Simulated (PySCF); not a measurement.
# O2Ti (Titanium dioxide): what the fields show

```xyz
3

O    -1.3577   -0.2065    0.0045
Ti    0.0069    0.6803   -0.0057
O     1.3344   -0.2605   -0.0186
```

Geometry: PBE0-D3(BJ)/def2-TZVP.

All numbers below come from PySCF, PBE0/aug-cc-pVTZ, SCF density, gas phase.

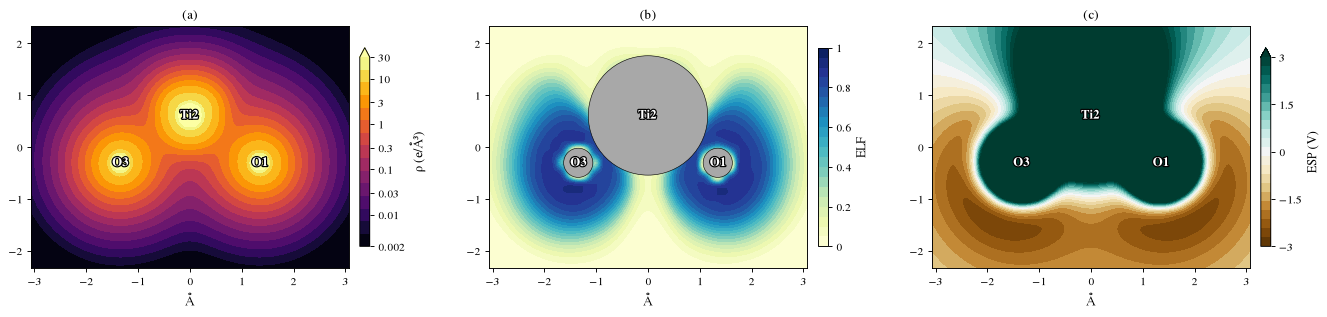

Figure 1. (a) total electron density; (b) ELF; (c) molecular electrostatic potential on the molecular plane. Grey discs cover the atomic cores in the ELF map.

Describe what can be read from this map.

Answer.
- Atoms in the plane: O and Ti.
- Ti–O (1.63 Å): ρ is about 1.8 e/Å³ halfway; the ELF peaks at about 0.80 in the valence shell of O, 0.5 Å from its nucleus, and drops to about 0.35 between the two atoms.
- Outside the dense part of the molecule the potential is most negative (−2.6 V) near O1 and O3.

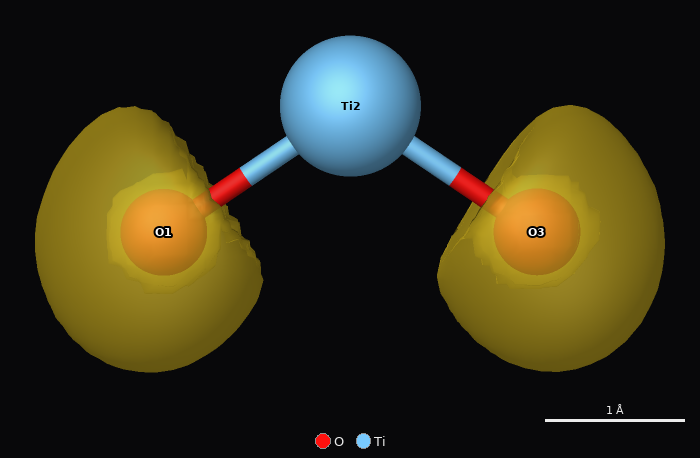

Figure 2. Isosurface of the electron localisation function at 0.75 (yellow), seen across its widest extent. Only the valence region is drawn (cores and ρ < 0.01 e/Å³ removed).

Identify the bonds, lone pairs and shells in this picture.

Answer. The ELF exceeds this value in two regions wrapped around O (the valence shell of each).
